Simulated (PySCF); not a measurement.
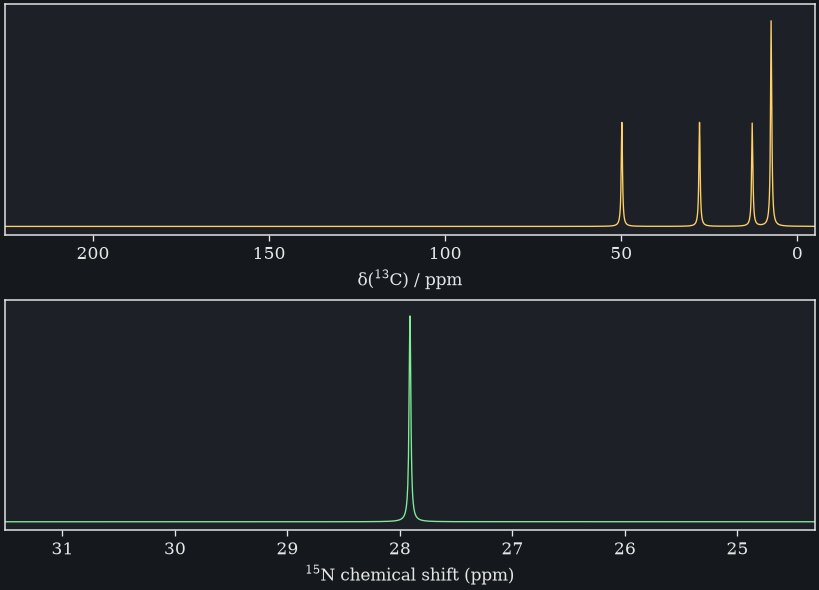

GIAO shifts, PBE0/pcSseg-1 in PySCF, at a PBE0-D3(BJ)/def2-SVP geometry (no frequency check), against TMS for ¹³C and NH₃ for ¹⁵N computed at the same level (¹⁵N: a single molecule, while the usual scales start at liquid NH₃ or nitromethane; multiply bonded nitrogen can come out tens of ppm too deshielded). Gas phase, fully decoupled, line heights follow the number of nuclei, widths are arbitrary (no quadrupolar broadening); values of one conformer, averaged over nuclei that symmetry, rotation about single bonds, ring flips or inversion at nitrogen exchange, these motions taken as fast; other conformers aren't averaged in.

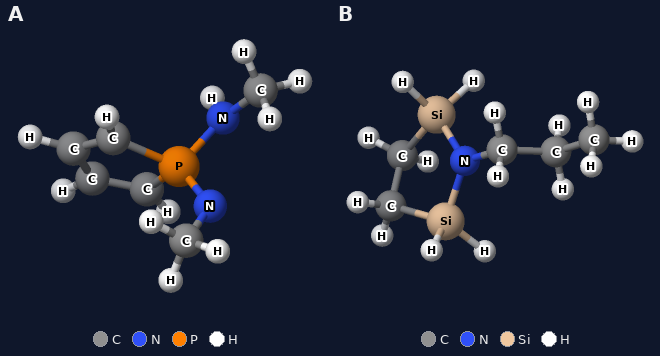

Which molecule was computed? Choose among the lettered structures.

Answer. Structure B, C₅H₁₅NSi₂, SMILES CCCN1[SiH2]CC[SiH2]1. Its ¹³C signals: 49.8 (1 C), 27.8 (1 C), 12.8 (1 C), 7.4 (2 C) ppm. Its ¹⁵N signals: 27.9 (1 N) ppm.
